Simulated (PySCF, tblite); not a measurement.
# NF3: fragmentation of the cation, EPR parameters, part 2 of 2

tblite 0.8.0 and PySCF 2.14.0. Atoms count from 0.

## (9) Harmonic vibrations (NF₃+ (doublet), F[N+](F)F): PBE0-D3(BJ)/def2-SVP

Job settings and geometry (Å):

```
{"job": {"xc": "PBE0", "basis": "def2-SVP", "d3": "d3bj", "grid": 2, "kind": "hessian"}, "charge": 1, "multiplicity": 2}
F      1.182104    -0.365604    -0.107120
N      0.010111     0.000438     0.209691
F     -0.253880     1.207287    -0.077416
F     -0.897331    -0.823166    -0.116689
```

The log of the run:

```text
coarse grid: 4320 points
cycle   1  E = -352.6895845744  dE =  1.580e+00  |g| = 8.775e-01  |ddm| = 1.695e+00
cycle   2  E = -352.1472371108  dE =  5.423e-01  |g| = 1.594e+00  |ddm| = 1.460e+00
cycle   3  E = -352.9777045984  dE = -8.305e-01  |g| = 1.046e-01  |ddm| = 9.205e-01
cycle   4  E = -352.9808066471  dE = -3.102e-03  |g| = 2.946e-02  |ddm| = 7.696e-02
cycle   5  E = -352.9811080351  dE = -3.014e-04  |g| = 3.183e-03  |ddm| = 2.610e-02
cycle   6  E = -352.9811174005  dE = -9.365e-06  |g| = 1.292e-03  |ddm| = 5.844e-03
final grid: 45808 points
cycle   7  E = -353.0220121173  dE = -1.123e-05  |g| = 2.875e-03  |ddm| = 5.457e-03
cycle   8  E = -353.0220074973  dE =  4.620e-06  |g| = 4.854e-03  |ddm| = 4.465e-03
cycle   9  E = -353.0220152348  dE = -7.737e-06  |g| = 2.123e-04  |ddm| = 2.682e-03
cycle  10  E = -353.0220152706  dE = -3.583e-08  |g| = 9.064e-05  |ddm| = 2.467e-04
cycle  11  E = -353.0220152808  dE = -1.025e-08  |g| = 3.759e-05  |ddm| = 1.941e-04
cycle  12  E = -353.0220152816  dE = -7.664e-10  |g| = 2.143e-05  |ddm| = 5.329e-05
cycle  13  E = -353.0220152818  dE = -1.568e-10  |g| = 6.974e-06  |ddm| = 1.776e-05
cycle  14  E = -353.0220152818  dE = -2.012e-11  |g| = 5.502e-07  |ddm| = 6.531e-06
converged SCF energy = -353.0220152818

mode    cm-1
  1     554.7
  2     555.3
  3     676.5
  4    1048.8
  5    1344.0
  6    1344.7
ZPE 33.041  H(298)-E 44.387  G(298)-E -34.199 kJ/mol  S 263.58 J/(mol K)
```

Run time: 25 s. Hardware: 1 thread of Arm Neoverse V2, shared host; peak memory 0.79 GiB.

Zero-point energy 33.04 kJ/mol (xTB gave 27.16).

## (10) Single point (NF3): wB97X-D3(BJ)/def2-TZVP

Geometry: PBE0-D3(BJ)/def2-SVP.

Job settings and geometry (Å):

```
{"job": {"kind": "sp", "xc": "wB97X", "basis": "def2-TZVP", "d3": "d3bj", "grid": 2}, "charge": 0, "multiplicity": 1}
F      1.159526    -0.383270    -0.162642
N      0.006855     0.002861     0.429659
F     -0.238869     1.195075    -0.158987
F     -0.906976    -0.805256    -0.153856
```

The log of the run:

```text
coarse grid: 4320 points
cycle   1  E = -354.0255321752  dE =  6.504e-01  |g| = 1.163e+00  |ddm| = 1.694e+00
cycle   2  E = -353.8620686157  dE =  1.635e-01  |g| = 1.682e+00  |ddm| = 1.141e+00
cycle   3  E = -354.2648340843  dE = -4.028e-01  |g| = 6.935e-02  |ddm| = 6.126e-01
cycle   4  E = -354.2656273325  dE = -7.932e-04  |g| = 2.916e-02  |ddm| = 5.595e-02
cycle   5  E = -354.2657827008  dE = -1.554e-04  |g| = 5.865e-03  |ddm| = 2.053e-02
cycle   6  E = -354.2658060160  dE = -2.332e-05  |g| = 1.746e-03  |ddm| = 1.206e-02
cycle   7  E = -354.2658091050  dE = -3.089e-06  |g| = 3.245e-04  |ddm| = 5.522e-03
final grid: 45808 points
cycle   8  E = -354.2712771671  dE = -3.912e-05  |g| = 9.189e-03  |ddm| = 1.308e-02
cycle   9  E = -354.2712744225  dE =  2.745e-06  |g| = 9.945e-03  |ddm| = 6.585e-03
cycle  10  E = -354.2712871062  dE = -1.268e-05  |g| = 1.036e-03  |ddm| = 3.746e-03
cycle  11  E = -354.2712873064  dE = -2.003e-07  |g| = 1.773e-04  |ddm| = 5.974e-04
cycle  12  E = -354.2712873303  dE = -2.390e-08  |g| = 4.761e-05  |ddm| = 4.037e-04
cycle  13  E = -354.2712873328  dE = -2.446e-09  |g| = 9.509e-06  |ddm| = 1.636e-04
converged SCF energy = -354.2712873328
```

Wall time 2.2 s (1 thread of Arm Neoverse V2, shared host).

## (11) Single point (NF3+ (doublet)): wB97X-D3(BJ)/def2-TZVP

Geometry: PBE0-D3(BJ)/def2-SVP, that of another charge or spin state.

Job settings and geometry (Å):

```
{"job": {"kind": "sp", "xc": "wB97X", "basis": "def2-TZVP", "d3": "d3bj", "grid": 2}, "charge": 1, "multiplicity": 2}
F      1.159526    -0.383270    -0.162642
N      0.006855     0.002861     0.429659
F     -0.238869     1.195075    -0.158987
F     -0.906976    -0.805256    -0.153856
```

The log of the run:

```text
final grid: 45808 points
cycle   1  E = -353.7527792310  dE = -2.714e-02  |g| = 2.791e-01  |ddm| = 4.022e-01
cycle   2  E = -353.7420554340  dE =  1.072e-02  |g| = 3.360e-01  |ddm| = 2.433e-01
cycle   3  E = -353.7785142108  dE = -3.646e-02  |g| = 5.286e-02  |ddm| = 1.388e-01
cycle   4  E = -353.7792118169  dE = -6.976e-04  |g| = 5.426e-03  |ddm| = 2.028e-02
cycle   5  E = -353.7792569454  dE = -4.513e-05  |g| = 1.859e-03  |ddm| = 8.859e-03
cycle   6  E = -353.7792639856  dE = -7.040e-06  |g| = 6.281e-04  |ddm| = 3.566e-03
cycle   7  E = -353.7792645902  dE = -6.045e-07  |g| = 1.639e-04  |ddm| = 9.994e-04
cycle   8  E = -353.7792646439  dE = -5.374e-08  |g| = 8.656e-05  |ddm| = 2.885e-04
cycle   9  E = -353.7792646505  dE = -6.612e-09  |g| = 5.942e-05  |ddm| = 8.155e-05
converged SCF energy = -353.7792646505
```

It took 4 s on 1 thread of Arm Neoverse V2, shared host.

## (12) Single point (NF3): wB97X-D3(BJ)/def2-TZVP

Geometry: PBE0-D3(BJ)/def2-SVP, that of another charge or spin state.

Job settings and geometry (Å):

```
{"job": {"kind": "sp", "xc": "wB97X", "basis": "def2-TZVP", "d3": "d3bj", "grid": 2}, "charge": 0, "multiplicity": 1}
F      1.182104    -0.365604    -0.107120
N      0.010111     0.000438     0.209691
F     -0.253880     1.207287    -0.077416
F     -0.897331    -0.823166    -0.116689
```

The log of the run:

```text
coarse grid: 4320 points
cycle   1  E = -354.0262113964  dE =  1.110e+00  |g| = 1.019e+00  |ddm| = 2.096e+00
cycle   2  E = -354.0052934987  dE =  2.092e-02  |g| = 1.188e+00  |ddm| = 9.600e-01
cycle   3  E = -354.1971090195  dE = -1.918e-01  |g| = 6.943e-02  |ddm| = 4.630e-01
cycle   4  E = -354.1980245899  dE = -9.156e-04  |g| = 2.546e-02  |ddm| = 6.572e-02
cycle   5  E = -354.1982405951  dE = -2.160e-04  |g| = 8.190e-03  |ddm| = 4.226e-02
cycle   6  E = -354.1983024828  dE = -6.189e-05  |g| = 2.750e-03  |ddm| = 2.947e-02
cycle   7  E = -354.1983111499  dE = -8.667e-06  |g| = 5.448e-04  |ddm| = 1.570e-02
final grid: 45808 points
cycle   8  E = -354.2057622685  dE = -4.691e-05  |g| = 7.618e-03  |ddm| = 1.911e-02
cycle   9  E = -354.2057630388  dE = -7.703e-07  |g| = 6.911e-03  |ddm| = 6.006e-03
cycle  10  E = -354.2057686902  dE = -5.651e-06  |g| = 8.168e-04  |ddm| = 2.581e-03
cycle  11  E = -354.2057688007  dE = -1.105e-07  |g| = 1.448e-04  |ddm| = 4.345e-04
cycle  12  E = -354.2057688134  dE = -1.271e-08  |g| = 4.970e-05  |ddm| = 4.603e-04
cycle  13  E = -354.2057688161  dE = -2.674e-09  |g| = 1.298e-05  |ddm| = 2.713e-04
converged SCF energy = -354.2057688161
```

It took 2.2 s on 1 thread of Arm Neoverse V2, shared host.

## (13) Single point (NF₃+ (doublet), F[N+](F)F): wB97X-D3(BJ)/def2-TZVP

Geometry: PBE0-D3(BJ)/def2-SVP.

Job settings and geometry (Å):

```
{"job": {"kind": "sp", "xc": "wB97X", "basis": "def2-TZVP", "d3": "d3bj", "grid": 2}, "charge": 1, "multiplicity": 2}
F      1.182104    -0.365604    -0.107120
N      0.010111     0.000438     0.209691
F     -0.253880     1.207287    -0.077416
F     -0.897331    -0.823166    -0.116689
```

The log of the run:

```text
final grid: 45808 points
cycle   1  E = -353.7866806351  dE = -3.319e-02  |g| = 3.070e-01  |ddm| = 4.813e-01
cycle   2  E = -353.7842311711  dE =  2.449e-03  |g| = 3.256e-01  |ddm| = 2.444e-01
cycle   3  E = -353.8160733292  dE = -3.184e-02  |g| = 4.522e-02  |ddm| = 1.313e-01
cycle   4  E = -353.8165617255  dE = -4.884e-04  |g| = 4.659e-03  |ddm| = 1.967e-02
cycle   5  E = -353.8165835225  dE = -2.180e-05  |g| = 1.386e-03  |ddm| = 8.723e-03
cycle   6  E = -353.8165863213  dE = -2.799e-06  |g| = 4.803e-04  |ddm| = 2.697e-03
cycle   7  E = -353.8165866339  dE = -3.127e-07  |g| = 1.223e-04  |ddm| = 7.374e-04
cycle   8  E = -353.8165866545  dE = -2.055e-08  |g| = 5.979e-05  |ddm| = 2.244e-04
cycle   9  E = -353.8165866561  dE = -1.650e-09  |g| = 2.937e-05  |ddm| = 4.864e-05
converged SCF energy = -353.8165866561
```

It took 4 s on 1 thread of Arm Neoverse V2, shared host.

## (14) Fragmentation of the cation: wB97X-D3(BJ)/def2-TZVP

This step combines the energies above: geometries from PBE0-D3(BJ)/def2-SVP, zero-point and thermal terms from PBE0-D3(BJ)/def2-SVP.

Job settings and geometry (Å):

```
{"job": {"kind": "ms", "cap": 8, "geom": {"xc": "PBE0", "basis": "def2-SVP", "d3": "d3bj", "grid": 1}, "hess": 1, "level": {"xc": "wB97X", "basis": "def2-TZVP", "d3": "d3bj"}}, "charge": 0, "multiplicity": 1}
F      1.159526    -0.383270    -0.162642
N      0.006855     0.002861     0.429659
F     -0.238869     1.195075    -0.158987
F     -0.906976    -0.805256    -0.153856
```

The log of the run:

```text
fragmentation thresholds of the radical cation, wB97X-D3(BJ)/def2-TZVP // PBE0-D3(BJ)/def2-SVP
```

It took 61 s on 1 thread of Arm Neoverse V2, shared host.

Key values:

```
            quantity     value
 vertical ionisation  13.39 eV
adiabatic ionisation  12.42 eV
```

No fragmentation channel was computed in this job.

## (15) EPR parameters (NF3+ (doublet), F[N+](F)F): UKS B3LYP, pcH-1 on F N

Job settings and geometry (Å):

```
{"job": {"kind": "epr", "basis": "pcH-1"}, "charge": 1, "multiplicity": 2}
F      1.182104    -0.365604    -0.107120
N      0.010111     0.000438     0.209691
F     -0.253880     1.207287    -0.077416
F     -0.897331    -0.823166    -0.116689
```

Method: UKS B3LYP, pcH-1 on F N, non-relativistic, mean-field spin-orbit, GIAO.

The log of the run:

```text
UKS, coarse grid
  cycle   1  E = -353.34830674  |g| = 8.85e-01
  cycle   2  E = -352.66473841  |g| = 1.82e+00
  cycle   3  E = -353.62905731  |g| = 1.20e-01
  cycle   4  E = -353.63260337  |g| = 4.94e-02
  cycle   5  E = -353.63319091  |g| = 3.30e-03
  cycle   6  E = -353.63319841  |g| = 1.50e-03
  cycle   7  E = -353.63319982  |g| = 8.85e-04
UKS, final grid
  cycle   1  E = -353.63310583  |g| = 1.59e-03
  cycle   2  E = -353.63310386  |g| = 3.07e-03
  cycle   3  E = -353.63310658  |g| = 4.73e-05
  cycle   4  E = -353.63310659  |g| = 2.83e-05
internal stability: stable
E = -353.63310659 Eh   <S^2> = 0.7528 (exact 0.7500)
g shifts (ppm)      1          2          3
  rmc          -408       -408       -408
  gc             13         64         64
  oz_so        -353       6452       6453
  total        -748       6108       6109
hyperfine (MHz)  atom isotope    a_iso     a_fc   dipolar eigenvalues
    0   19F     237.86     237.86   -377.14   -325.26    702.41
    1   14N     221.37     221.37    -35.63    -35.63     71.26
    2   19F     238.00     238.00   -377.37   -325.35    702.72
    3   19F     237.86     237.86   -377.21   -325.25    702.46
```

It took 12 s on 1 thread of Arm Neoverse V2, shared host.

Principal g values 2.00157, 2.00843, 2.00843; g(iso) = 2.00614, against 2.00232 for a free electron.

Mean a(iso) over the nuclei that a row names, and the largest dipolar term of the row (other rows stand at the frozen geometry):

```
    nuclei  isotope  a(iso) (MHz)  a(iso) (G, at g = 2.0023)  largest dipolar term (MHz)
F0, F2, F3      19F         237.9                       84.9                       702.7
        N1      14N         221.4                       79.0                        71.3
```

Mulliken spin populations:

```
atom  value (e)
  F0       0.13
  N1       0.62
  F2       0.13
  F3       0.13
```

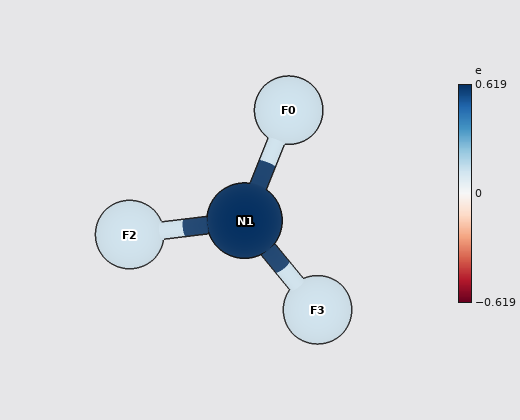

Mulliken spin populations, as colours on the atoms.

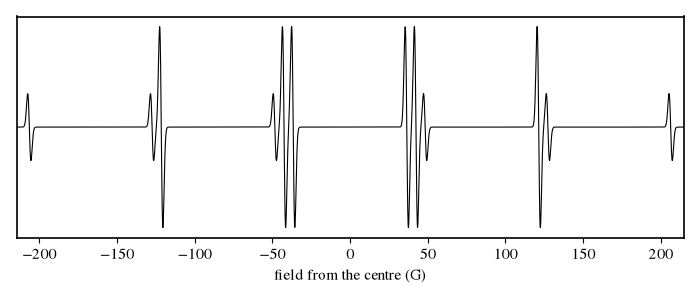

First-order isotropic spectrum (first derivative, main isotopes with spin only, couplings over 0.8 MHz, Gaussian width 1.0 G; couplings of the frozen geometry, rotation of groups not averaged beyond the rows shown).

## (16) Spectra of the species

Job settings and geometry (Å):

```
{"job": {"kind": "ms", "cap": 8, "geom": {"xc": "PBE0", "basis": "def2-SVP", "d3": "d3bj", "grid": 1}, "hess": 1, "level": {"xc": "wB97X", "basis": "def2-TZVP", "d3": "d3bj"}, "spectra": true}, "charge": 0, "multiplicity": 1}
F      1.159526    -0.383270    -0.162642
N      0.006855     0.002861     0.429659
F     -0.238869     1.195075    -0.158987
F     -0.906976    -0.805256    -0.153856
```

The log of the run:

```text
epr F[N+](F)F +1: UKS B3LYP, pcH-1 on F N, non-relativistic, mean-field spin-orbit, GIAO
```

Run time: 12 s. Hardware: 1 thread of Arm Neoverse V2, shared host.

This step only lists the spectra that were run on the species above.

## (17) Results

What follows sums up all 2 parts.

```
                                              quantity                   value
             strongest single infrared mode (GFN2-xTB)    812 cm⁻¹, 251 km/mol
                          zero-point energy (GFN2-xTB)            5.8 kcal/mol
                                           point group                     C3v
                  rotational constants (main isotopes)  10.96, 10.95, 5.98 GHz
 vertical ionisation (step 14, wB97X-D3(BJ)/def2-TZVP)                13.39 eV
adiabatic ionisation (step 14, wB97X-D3(BJ)/def2-TZVP)                12.42 eV
```

In words: No mode is imaginary among the 6: a minimum at this level. Unscaled tight-binding wavenumbers are off by several per cent, some by more. Its intensities can rank the bands wrongly. Over 4 steps the energy fell by 0.009 eV; of the close pairs, F0–N1 changed most, 1.359 to 1.352 Å (PBE0/def2-SVP).
